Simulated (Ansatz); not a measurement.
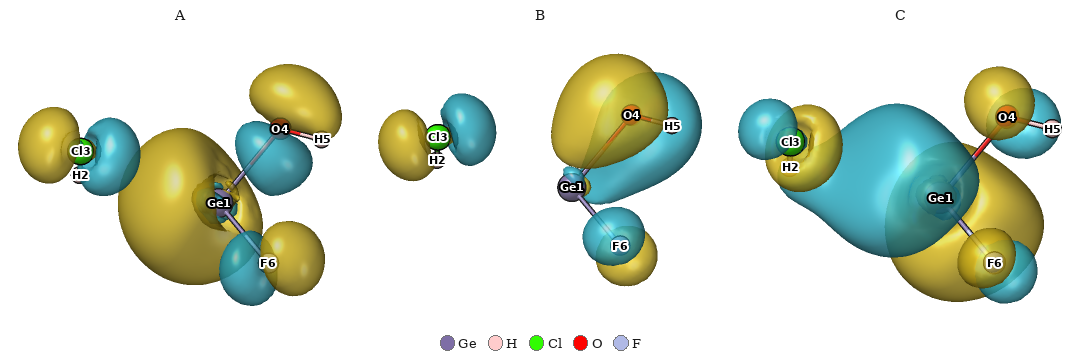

Figure. FGeHO···HCl. Three frontier orbitals at ±0.1 Å⁻³ᐟ² (yellow and cyan are the two phases), in no order.

Not at a stationary point (largest force 1.0 eV/Å).

Level of theory: RKS PBE-D4/def2-SVP in Ansatz.

```
atom    x (Å)    y (Å)    z (Å)
  Ge  -0.8229  -0.0922   0.4570
   H   1.6196  -0.0840   1.7234
  Cl   2.5721   0.1110   0.8031
   O  -1.2501   1.3984  -0.4601
   H  -1.4342   1.2008  -1.4045
   F  -1.0101  -1.2470  -0.8930
```

### Which picture is the HOMO−1, the HOMO and the LUMO?

B is the HOMO−1 (−7.63 eV). Its weight (Hirshfeld) is mainly on O4 (about 70 %), Ge1 (about 10 %), Cl3 (about 10 %) and F6 (about 10 %); largely a lone pair of O4. A is the HOMO (−6.92 eV). It lies mainly on Ge1 (about 50 %), O4 (about 20 %), F6 (about 15 %) and Cl3 (about 10 %). C is the LUMO (−2.64 eV). By Hirshfeld shares it lies mainly on Ge1 (about 70 %), O4 (about 10 %), Cl3 (about 10 %) and F6 (about 5 %).

### What is the HOMO–LUMO gap?

4.28 eV between the orbital energies.
